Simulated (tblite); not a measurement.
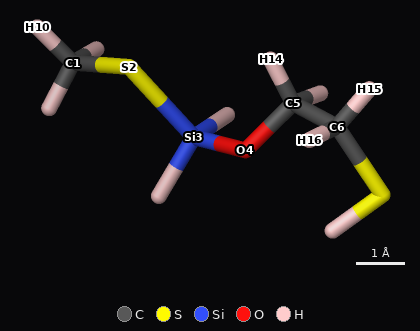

The starting structure (stick view, seen at a tilt; atoms are numbered from 1 in the order of the input).

**Geometry relaxation of C3H10OS2Si**

C3H10OS2Si, computed with GFN2-xTB geometry optimisation, gas phase (tblite 0.8.0).

It belongs to a series of runs on one base structure; here: O replaced by S.

Log:
```
step      E/eV     max force
  0    -649.52445    1.465
  1    -649.58389    0.828
  2    -649.60969    0.349
  3    -649.61861    0.394
  4    -649.63264    0.304
  5    -649.64083    0.315
  6    -649.64928    0.271
  7    -649.65521    0.238
  8    -649.66142    0.230
  9    -649.66637    0.185
 10    -649.67152    0.205
 11    -649.67647    0.240
 12    -649.68077    0.177
 13    -649.68415    0.171
 14    -649.68681    0.130
 15    -649.68927    0.183
 16    -649.69203    0.200
 17    -649.69490    0.161
 18    -649.69785    0.186
 19    -649.70104    0.172
 20    -649.70430    0.181
 21    -649.70731    0.173
 22    -649.70975    0.114
 23    -649.71134    0.098
 24    -649.71245    0.100
 25    -649.71352    0.095
 26    -649.71462    0.099
 27    -649.71578    0.134
 28    -649.71683    0.121
 29    -649.71759    0.067
 30    -649.71808    0.051
 31    -649.71842    0.040
 32    -649.71867    0.039
 33    -649.71886    0.029
 34    -649.71902    0.031
 35    -649.71921    0.035
 36    -649.71947    0.043
 37    -649.71978    0.053
 38    -649.72010    0.049
 39    -649.72043    0.055
 40    -649.72085    0.061
 41    -649.72146    0.071
 42    -649.72219    0.078
 43    -649.72280    0.061
 44    -649.72321    0.054
 45    -649.72354    0.051
 46    -649.72391    0.057
 47    -649.72429    0.047
 48    -649.72458    0.037
 49    -649.72478    0.025
 50    -649.72493    0.040
 51    -649.72507    0.039
 52    -649.72517    0.020
 53    -649.72526    0.022
 54    -649.72536    0.027
 55    -649.72547    0.038
 56    -649.72562    0.033
 57    -649.72574    0.022
 58    -649.72581    0.024
 59    -649.72587    0.023
 60    -649.72593    0.022
 61    -649.72603    0.023
 62    -649.72617    0.028
 63    -649.72634    0.025
 64    -649.72649    0.027
 65    -649.72661    0.026
 66    -649.72672    0.023
 67    -649.72683    0.022
 68    -649.72697    0.029
 69    -649.72713    0.032
 70    -649.72732    0.039
 71    -649.72756    0.038
 72    -649.72780    0.029
 73    -649.72796    0.023
 74    -649.72805    0.021
 75    -649.72813    0.019
 76    -649.72825    0.024
 77    -649.72837    0.024
 78    -649.72848    0.030
 79    -649.72855    0.028
 80    -649.72861    0.021
 81    -649.72870    0.027
 82    -649.72880    0.027
 83    -649.72889    0.023
 84    -649.72896    0.022
 85    -649.72903    0.020
 86    -649.72909    0.022
 87    -649.72914    0.016
 88    -649.72917    0.010
 89    -649.72918    0.009
```

Trajectory as extended XYZ (Å, eV, eV/Å), 6 of the 90 frames kept, from step=0 to step=89:
```
17
Properties=species:S:1:pos:R:3:forces:R:3 step=0 energy=-649.52445
C     3.6792    0.5434    0.4360    0.3540   0.0730  -0.4300
S     2.0109    0.5645    1.1469    0.1100  -0.0100   0.4620
Si    0.7542    0.2937   -0.5432   -0.8020   0.1610  -0.5070
O    -0.8344    0.4173   -0.0516    0.9580  -1.1060   0.0770
C    -1.4001   -0.6751    0.7029   -0.2330   0.8030  -0.2620
C    -2.8753   -0.3792    0.9848    0.4250   0.4420   0.2350
S    -3.8609   -0.3714   -0.5442    0.0330   0.0610  -0.0690
H     3.7962    1.3699   -0.2740   -0.1170  -0.2400   0.1470
H     3.8729   -0.4084   -0.0640   -0.1280   0.1810   0.0770
H     4.4051    0.6736    1.2372   -0.2390  -0.0220   0.0360
H     0.9952   -1.0425   -1.1317   -0.0380   0.2610   0.1670
H     1.0387    1.3556   -1.5336   -0.3640  -0.2890   0.4130
H    -1.3063   -1.6172    0.1545    0.0100   0.1240  -0.1210
H    -0.8706   -0.7771    1.6516    0.0840   0.0690   0.0740
H    -3.2847   -1.1267    1.6638   -0.0530  -0.0830  -0.2210
H    -2.9790    0.6062    1.4678    0.0720  -0.2580  -0.2200
H    -3.1481    0.5855   -1.1535   -0.0730  -0.1680   0.1420
17
Properties=species:S:1:pos:R:3:forces:R:3 step=18 energy=-649.69785
C     3.6644    0.5345    0.4198   -0.0470  -0.0020   0.0150
S     2.0131    0.5075    1.1848   -0.0470   0.0110   0.0400
Si    0.7712    0.2611   -0.5475    0.0590  -0.0190  -0.0030
O    -0.7807    0.2676   -0.1019    0.0580  -0.0310   0.0620
C    -1.3866   -0.6931    0.7180   -0.0550  -0.0030  -0.0120
C    -2.8379   -0.3251    0.9787   -0.0010  -0.0200  -0.0330
S    -3.8321   -0.3352   -0.5568    0.0350  -0.0170   0.0720
H     3.7186    1.3632   -0.2768    0.0300   0.0010  -0.0400
H     3.8461   -0.4084   -0.0837    0.0080  -0.0010  -0.0480
H     4.3837    0.6706    1.2198   -0.0170   0.0110   0.0130
H     1.1765   -1.0135   -1.1435   -0.0060   0.0740  -0.0410
H     0.7695    1.4191   -1.4161    0.0470   0.0290  -0.0130
H    -1.3307   -1.6617    0.2025   -0.0550   0.0080   0.1780
H    -0.8533   -0.7561    1.6795   -0.0590  -0.0350  -0.1520
H    -3.2893   -1.0701    1.6339   -0.0320   0.0470  -0.0440
H    -2.9218    0.6629    1.4327    0.0450  -0.0310  -0.0420
H    -3.1177    0.5888   -1.1938    0.0390  -0.0230   0.0490
17
Properties=species:S:1:pos:R:3:forces:R:3 step=36 energy=-649.71947
C     3.6352    0.5388    0.4136    0.0120  -0.0020  -0.0020
S     1.9947    0.4907    1.1984   -0.0170  -0.0250  -0.0270
Si    0.7821    0.2569   -0.5547   -0.0170   0.0030   0.0370
O    -0.7691    0.1486   -0.1312   -0.0150  -0.0010   0.0100
C    -1.4019   -0.7473    0.7390   -0.0230   0.0060   0.0100
C    -2.8346   -0.3006    0.9807   -0.0080   0.0050  -0.0160
S    -3.8079   -0.3121   -0.5650    0.0130   0.0100   0.0400
H     3.6847    1.3701   -0.2820   -0.0140   0.0090   0.0070
H     3.8172   -0.3974   -0.1035    0.0100  -0.0020  -0.0080
H     4.3626    0.6727    1.2061    0.0050   0.0040   0.0150
H     1.2798   -0.9266   -1.2519   -0.0040  -0.0030   0.0020
H     0.7419    1.4739   -1.3412    0.0010   0.0110  -0.0140
H    -1.3933   -1.7502    0.2965   -0.0080   0.0080  -0.0050
H    -0.8677   -0.7817    1.6961    0.0180   0.0040  -0.0070
H    -3.3370   -0.9900    1.6580    0.0140   0.0180  -0.0210
H    -2.8638    0.7083    1.3927    0.0180  -0.0210  -0.0190
H    -3.0297    0.5579   -1.2018    0.0140  -0.0250  -0.0020
17
Properties=species:S:1:pos:R:3:forces:R:3 step=53 energy=-649.72526
C     3.6228    0.5448    0.4226   -0.0040   0.0020  -0.0020
S     1.9808    0.3924    1.1908   -0.0100  -0.0100   0.0060
Si    0.7689    0.2489   -0.5700    0.0040  -0.0030   0.0030
O    -0.7806    0.1301   -0.1461    0.0040  -0.0130   0.0010
C    -1.4100   -0.7560    0.7360   -0.0160   0.0100   0.0100
C    -2.8235   -0.2678    0.9978   -0.0190   0.0080   0.0080
S    -3.8100   -0.2755   -0.5373    0.0000  -0.0040   0.0010
H     3.6364    1.4048   -0.2386    0.0010   0.0100   0.0060
H     3.8517   -0.3606   -0.1300    0.0060   0.0010  -0.0010
H     4.3357    0.6810    1.2284    0.0040  -0.0020  -0.0040
H     1.2445   -0.9115   -1.3184    0.0150  -0.0040  -0.0110
H     0.7330    1.4980   -1.3067    0.0120  -0.0040  -0.0010
H    -1.4334   -1.7586    0.2927    0.0010   0.0170  -0.0030
H    -0.8570   -0.8020    1.6815    0.0190   0.0040  -0.0060
H    -3.3362   -0.9247    1.6972   -0.0060  -0.0130  -0.0050
H    -2.8109    0.7493    1.3891    0.0090   0.0070  -0.0040
H    -2.9192    0.4195   -1.2393   -0.0200  -0.0050   0.0040
17
Properties=species:S:1:pos:R:3:forces:R:3 step=71 energy=-649.72756
C     3.6125    0.5530    0.4364   -0.0010   0.0120  -0.0050
S     1.9789    0.2903    1.1900   -0.0370  -0.0070  -0.0010
Si    0.7793    0.2214   -0.5858    0.0040   0.0060   0.0060
O    -0.7777    0.1117   -0.1823    0.0150  -0.0120   0.0100
C    -1.4111   -0.7475    0.7249   -0.0010   0.0050   0.0010
C    -2.8139   -0.2390    1.0060   -0.0080  -0.0040  -0.0090
S    -3.8418   -0.2834   -0.5025   -0.0050  -0.0090   0.0200
H     3.5885    1.4510   -0.1711    0.0080   0.0190  -0.0120
H     3.8778   -0.3067   -0.1699    0.0060  -0.0040   0.0030
H     4.3210    0.6725    1.2485    0.0040  -0.0160   0.0060
H     1.2492   -0.9213   -1.3661   -0.0050   0.0040  -0.0030
H     0.7881    1.4952   -1.2819   -0.0110  -0.0230   0.0090
H    -1.4586   -1.7567    0.2998    0.0070   0.0030  -0.0180
H    -0.8415   -0.7889    1.6605    0.0140   0.0090   0.0060
H    -3.3122   -0.8818    1.7295   -0.0030   0.0200   0.0010
H    -2.7870    0.7862    1.3764    0.0060  -0.0170  -0.0250
H    -2.9587    0.3560   -1.2629    0.0070   0.0150   0.0090
17
Properties=species:S:1:pos:R:3:forces:R:3 step=89 energy=-649.72918
C     3.6023    0.5620    0.4502    0.0050   0.0010  -0.0010
S     1.9707    0.2333    1.1838    0.0020   0.0050  -0.0060
Si    0.7853    0.1991   -0.6011    0.0000   0.0010   0.0030
O    -0.7717    0.0908   -0.2013    0.0000  -0.0060  -0.0040
C    -1.4044   -0.7534    0.7199   -0.0020   0.0030  -0.0010
C    -2.7988   -0.2242    1.0047   -0.0030  -0.0010   0.0030
S    -3.8536   -0.3156   -0.4816   -0.0050   0.0050   0.0050
H     3.5663    1.4899   -0.1112    0.0030  -0.0010   0.0040
H     3.8848   -0.2617   -0.1974   -0.0050   0.0020  -0.0010
H     4.3068    0.6492    1.2699    0.0000  -0.0030   0.0070
H     1.2507   -0.9312   -1.4011    0.0020   0.0000  -0.0010
H     0.8025    1.4843   -1.2737   -0.0030  -0.0010  -0.0040
H    -1.4644   -1.7656    0.3038    0.0000   0.0020   0.0020
H    -0.8260   -0.7892    1.6507    0.0010   0.0000  -0.0020
H    -3.2915   -0.8291    1.7632   -0.0010  -0.0020   0.0000
H    -2.7547    0.8151    1.3296    0.0020  -0.0050  -0.0010
H    -3.0113    0.3583   -1.2589    0.0010  -0.0010  -0.0030
```

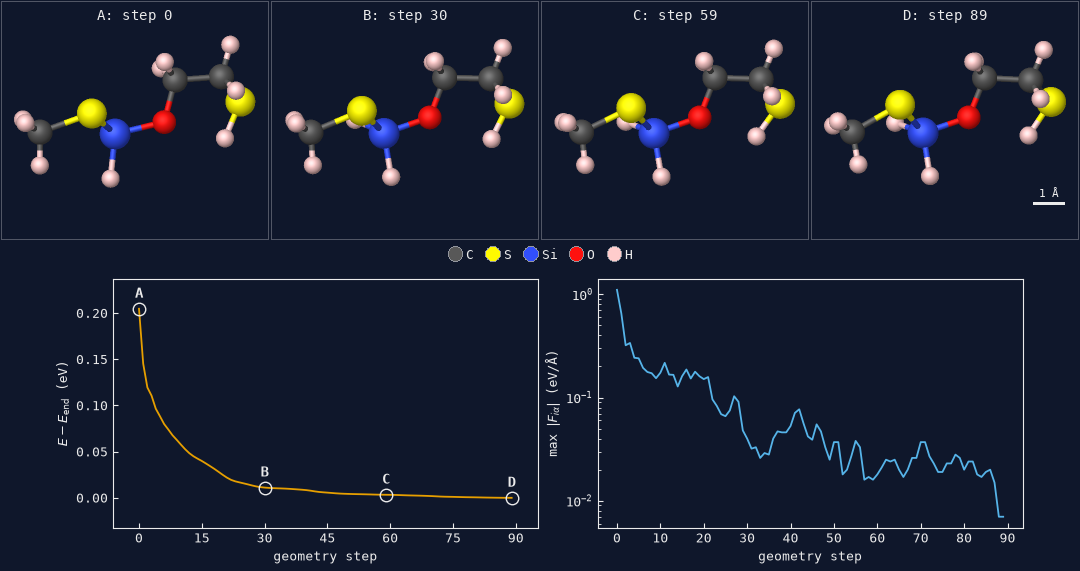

Frames of the relaxation (ball-and-stick view, seen at a tilt) above the curves, on which the letters mark them (steps are counted from 0).

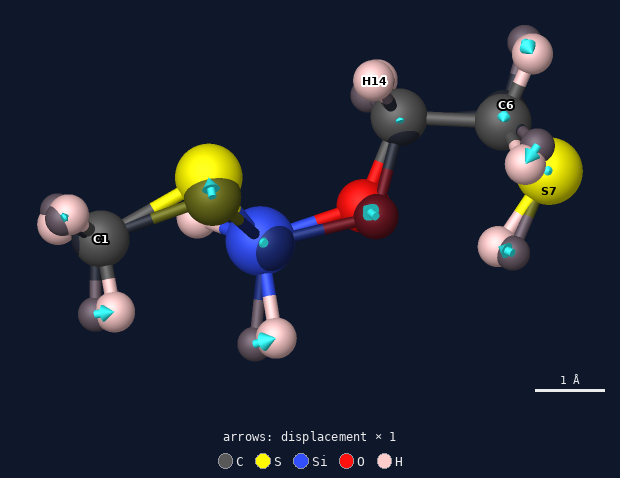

Start (faint) and end (solid) with the displacements as teal arrows, at true length (ball-and-stick view, seen at a tilt). The two geometries are laid on each other by the best rigid fit. The energy falls by 0.205 eV in 89 geometry steps. Largest force component: 1.1 eV/Å at the start, 0.007 eV/Å at the end. The atom that moves furthest after the best rigid fit is H11 (0.39 Å). By element the largest moves are H 0.39 Å, O 0.36 Å, S 0.34 Å, C 0.18 Å, Si 0.11 Å. Among the contacts that change: Si3–O4 1.668 → 1.611 Å, O4–C5 1.443 → 1.401 Å, Si3–H12 1.480 → 1.451 Å, S2–Si3 2.123 → 2.143 Å. Among the angles that change: Si3–O4–C5 118.1° → 129.8°, O4–Si3–H12 109.1° → 100.7°, H11–Si3–H12 110.5° → 115.3°. (Atoms are counted from 1 in the order of the input.)

This output came from the following input.

Input file:
```
{"job": {"kind": "relax", "xc": "GFN2-xTB", "basis": "xTB"}, "charge": 0, "multiplicity": 1}
C      3.679200     0.543400     0.436000
S      2.010900     0.564500     1.146900
Si     0.754200     0.293700    -0.543200
O     -0.834400     0.417300    -0.051600
C     -1.400100    -0.675100     0.702900
C     -2.875300    -0.379200     0.984800
S     -3.860900    -0.371400    -0.544200
H      3.796200     1.369900    -0.274000
H      3.872900    -0.408400    -0.064000
H      4.405100     0.673600     1.237200
H      0.995200    -1.042500    -1.131700
H      1.038700     1.355600    -1.533600
H     -1.306300    -1.617200     0.154500
H     -0.870600    -0.777100     1.651600
H     -3.284700    -1.126700     1.663800
H     -2.979000     0.606200     1.467800
H     -3.148100     0.585500    -1.153500
```

The first line tells a small driver script what to run in tblite; the rest is the geometry in Å.

Launched with:
```bash
OMP_NUM_THREADS=1 python <driver script> task.json out
```

Summary:

```json
{"quantity": "outcome", "value": "converged"}
{"quantity": "total energy", "value": "−649.7292 eV"}
{"quantity": "hardware", "value": "1 CPU thread, shared host"}
{"quantity": "wall time", "value": "0.72 s"}
{"quantity": "peak memory", "value": "0.18 GiB"}
```
